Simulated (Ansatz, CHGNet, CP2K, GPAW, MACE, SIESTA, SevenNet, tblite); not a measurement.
# SIESTA runs on liquid Cu at 1420 K (97 atoms), part 2 of 2

Wanted: SIESTA inputs and outputs for liquid Cu at 1420 K (97 atoms), checked against a plane-wave reference.

Program: SIESTA 5.4.2; the method stands at each step. Banners, paths, timers and routine set-up lines are dropped from the logs unmarked, and long logs keep their key lines alone; longer cuts are marked. The potentials were converted by us to PSML.

So far. Step 2 (PBE, DZP, shift 0.01 Ry, mesh 500 Ry): Forces lie 9.1 % from the reference's, at 1.7 times its CPU time. Step 3 (PBE, SZP, shift 0.01 Ry, mesh 500 Ry): Against the first run (9.1 %), the force difference from the reference is 7.9 %, at 0.75 times the CPU time, with 1261 basis functions against 1843: size alone doesn't set the difference here.

In doubt: a PseudoDojo file used here is known to give poor structures and forces (steps 2, 3, 4), which bears on pressures, cells, forces and phonons.

### Step 4. PBE, DZP, shift 0.01 Ry, mesh 100 Ry

Method: Kohn-Sham DFT, PBE, PseudoDojo 0.4.1 norm-conserving pseudopotentials (converted to PSML), numerical atomic orbitals (DZP), diagonalisation.

input.fdf reads:

```
SystemLabel cell
NumberOfAtoms 97
NumberOfSpecies 1
%block ChemicalSpeciesLabel
  1 29 Cu
%endblock ChemicalSpeciesLabel
LatticeConstant 1.0 Ang
%block LatticeVectors
  10.87110 0.00000 0.00000
  0.00000 10.87110 0.00000
  0.00000 0.00000 10.87110
%endblock LatticeVectors
PAO.BasisSize DZP
PAO.EnergyShift 0.01 Ry
XC.Functional GGA
XC.Authors PBE
MeshCutoff 100 Ry
%block kgrid_Monkhorst_Pack
  1 0 0 0.0
  0 1 0 0.0
  0 0 1 0.0
%endblock kgrid_Monkhorst_Pack
SolutionMethod diagon
OccupationFunction FD
ElectronicTemperature 580 K
SCF.Mixer.Method Pulay
SCF.Mixer.Weight 0.05
SCF.Mixer.History 8
SCF.Mix Hamiltonian
MaxSCFIterations 300
SCF.DM.Tolerance 1e-04
SCF.H.Tolerance 1.0e-3 eV
WriteForces T
Write.HirshfeldPop T
Write.VoronoiPop T
Write.DM F
Write.H F
XML.Write F
AtomicCoordinatesFormat Fractional
%block AtomicCoordinatesAndAtomicSpecies
[... 97 atom lines left out: the same atoms as in the first run ...]
%endblock AtomicCoordinatesAndAtomicSpecies
```

Launch:

```console
OMP_NUM_THREADS=1 mpirun -np 4 siesta < input.fdf > output.txt
```

The program printed:

```text
Version         : 5.4.2
reinit: System Name:
reinit: System Label: cell
initatom: Reading input for the pseudopotentials and atomic orbitals ----------
Species number:   1 Atomic number:   29 Label: Cu
Ground state valence configuration (from tables):   4s01  4p00  3d10  4f00
---- Processing specs for species: Cu
GGA--PBE XC_GGA_X_PBE--XC_GGA_C_PBE pb
Semicore shell(s) with  8 electrons included in the valence for Cu
Semicore shell(s): 3s 3p
Fallback to non-perturbative polarization scheme for Cu
Please see the manual if this is not desired in principle
[... lines left out ...]
stepf: Fermi-Dirac step function
        iscf     Eharris(eV)        E_KS(eV)     FreeEng(eV)     dDmax    Ef(eV) dHmax(eV)
[... lines left out ...]
SCF Convergence by DM+H criterion
[... lines left out ...]
SCF cycle converged after 23 iterations
[... lines left out ...]
   Max    4.966557
[... lines left out ...]
   Max    4.966557    constrained
Stress tensor Voigt[x,y,z,yz,xz,xy] (kbar):       -3.97       17.57       -1.46       -1.40       -9.16        9.69
[... lines left out ...]
siesta: FreeEng =   -500319.426492
[... lines left out ...]
siesta:       Kinetic =  229512.389358
siesta:       Hartree =  165855.976870
siesta:         Exch. =  -58425.356911
siesta:         Corr. =   -3093.388888
siesta:   Exch.-corr. =  -61518.745799
siesta:  Ion-electron = -565773.055757
siesta:       Ion-ion = -268395.446135
siesta:         Total = -500318.881462
siesta:         Fermi =      -1.306138
siesta: Stress tensor (static) (eV/Ang**3):
siesta:    -0.002479    0.006047   -0.005717
siesta:     0.006047    0.010964   -0.000875
siesta:    -0.005717   -0.000875   -0.000913
siesta: Cell volume =       1284.755460 Ang**3
siesta: Pressure (static):
siesta:                Solid            Molecule  Units
siesta:          -0.00002749          0.00013873  Ry/Bohr**3
siesta:          -0.00252417          0.01273789  eV/Ang**3
siesta:          -4.04416185         20.40834261  kBar
    Orbital volume contribution        =          52.304591 eV
    (Free)E + p_basis*V_orbitals       =     -500267.121901 eV
    (Free)Eharris+ p_basis*V_orbitals  =     -500267.121948 eV
Hirshfeld Atomic Populations:
Atom #   charge [q] valence [e]  Species
     1    -0.003888   19.003888  Cu
     2    -0.005854   19.005854  Cu
     3    -0.011852   19.011852  Cu
[...]
--------------------
 Total    -0.000246
Voronoi Atomic Populations:
Atom #   charge [q] valence [e]  Species
[...]
96    -0.007822   19.007822  Cu
    97     0.007486   18.992514  Cu
--------------------
 Total    -0.000265
```

The job ended after 63 s (4 MPI ranks of Arm Neoverse V1, shared host; peak memory 1.2 GiB; 4.2 min of CPU time).

Against the reference:

```yaml
r_m_s_force_component: 1.129 eV/Å
r_m_s_difference_of_force_components: 127.7 meV/Å
longest_difference_of_force_vectors: 404.5 meV/Å
force_difference_over_r_m_s_force: 11.7 %
slope_of_forces_against_the_reference_s: 1.028
correlation_of_force_components: 0.994
pressure: -0.4044 GPa
pressure_difference: -3.711 GPa
energy_less_the_same_level_run_s: -38.06 meV/atom
r_m_s_force_difference_from_the_same_level_run: 96.19 meV/Å
```

This is a coarse setting, run to see what it loses.

Against the first run (9.1 %), the force difference from the reference is 12 %, at 0.35 times the CPU time: the grid matters here.

The forces add up to 2.0 eV/Å instead of zero, usually a sign of too coarse a grid.

### Step 5. The ladder

Differences are against the plane-wave reference, forces as r.m.s. over components; share is that over the reference's r.m.s. force, slope the least-squares factor from reference forces to these. Total energies of different programs have different zeros and aren't compared.

```tsv
run	Δ force, r.m.s. (meV/Å)	share (%)	slope	Δ pressure (GPa)	cores	CPU time	memory (GiB)
reference	-	-	-	-	4	7 min	3.3
SIESTA PBE, DZP, shift 0.01 Ry, mesh 500 Ry	98.8	9.06	1.026	-4.62	4	12 min	2.6
SIESTA PBE, SZP, shift 0.01 Ry, mesh 500 Ry (coarse)	86.5	7.92	1.051	-9.42	4	8.9 min	2.3
SIESTA PBE, DZP, shift 0.01 Ry, mesh 100 Ry (coarse)	128	11.7	1.028	-3.71	4	4.2 min	1.2
```

Rows marked coarse were listed beforehand as settings not expected to be converged; some can still land near the reference.

CPU time is summed over cores on a shared host, where runs went side by side, so it is rough. Symmetry, cutoffs, thresholds, outputs and thread counts weren't matched or tuned between programs; memory under MPI is the largest rank's times the ranks.

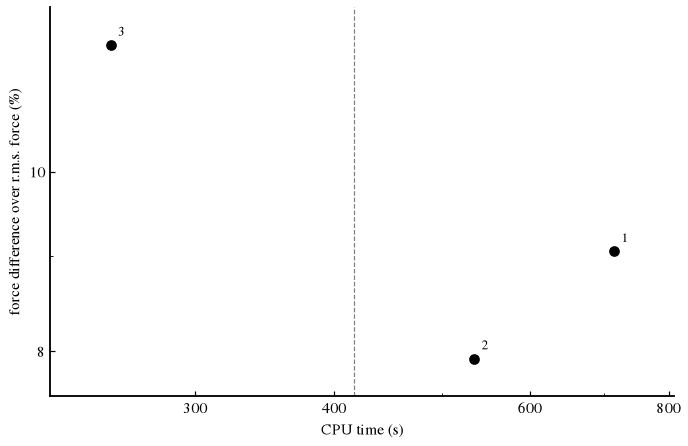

Force difference against CPU time; the dashed line marks the reference's time. Points: 1 SIESTA PBE, DZP, shift 0.01 Ry, mesh 500 Ry; 2 SIESTA PBE, SZP, shift 0.01 Ry, mesh 500 Ry; 3 SIESTA PBE, DZP, shift 0.01 Ry, mesh 100 Ry.

Within one program, basis, potentials and functional, energies share a zero. Each run against its twin at the usual cutoff or grid and solver:

```tsv
run	twin	Δ energy (meV/atom)	Δ force, r.m.s. (meV/Å)	CPU time over the twin's
SIESTA PBE, DZP, shift 0.01 Ry, mesh 100 Ry	DZP, shift 0.01 Ry, mesh 500 Ry	-38.1	96.2	0.35
```

### Step 6. What came out

```
nearest in forces : SIESTA PBE, SZP, shift 0.01 Ry, mesh 500 Ry (coarse), 7.9 %
its CPU time      : 8.9 min
```

What this shows: The PBE run in local orbitals, coarse settings apart, differs by 9.1 % (SIESTA PBE, DZP, shift 0.01 Ry, mesh 500 Ry); basis, grid and potentials can all enter. Runs with settings chosen to be coarse differ by 7.9 % (SIESTA PBE, SZP, shift 0.01 Ry, mesh 500 Ry) to 12 % (SIESTA PBE, DZP, shift 0.01 Ry, mesh 100 Ry), their programs' other errors included. None of the electronic-structure runs in the table takes under half the reference's CPU time of 7 min; they take 0.60 to 1.7 times as much. SIESTA PBE, SZP, shift 0.01 Ry, mesh 500 Ry lies nearer than a larger basis of the same program, likely by a cancellation of errors. In pressure, SIESTA PBE, SZP, shift 0.01 Ry, mesh 500 Ry misses by -9.4 GPa, at the same functional. A potential file of the SIESTA runs is in doubt, which bears on their forces and pressure. The frame stands for 1420 K, but pressures are static and levels are smeared at 580 K, under the temperature of the frame, which matters where levels are partly filled. The electron count is odd in these runs, and they have no spin polarisation, so the unpaired electron is spread evenly over both spins. The network of bonds at the start is that of the classical potential that made the cell, and needn't be the one that DFT or experiment would give. The electron count is odd and the run has no spin polarisation, so levels at the top are partly filled by construction. The electronic-structure runs sample only Γ, in a cell whose shortest periodic width is 11 Å, which is coarse for a cell with partly filled levels.

[Also dropped from logs without a mark: logging warnings of Python, and SIESTA's first energy breakdown and zero terms.]

[Logs are printed without paths, hosts, clocks, repeated set-up lines and the standing remarks that a program may print on its own settings, such as how far it seeks lower states.]

[Hosts, paths, dates, database ids (printed as entryN), source tags and the programs' standing remarks are cut or masked in the printed files.]
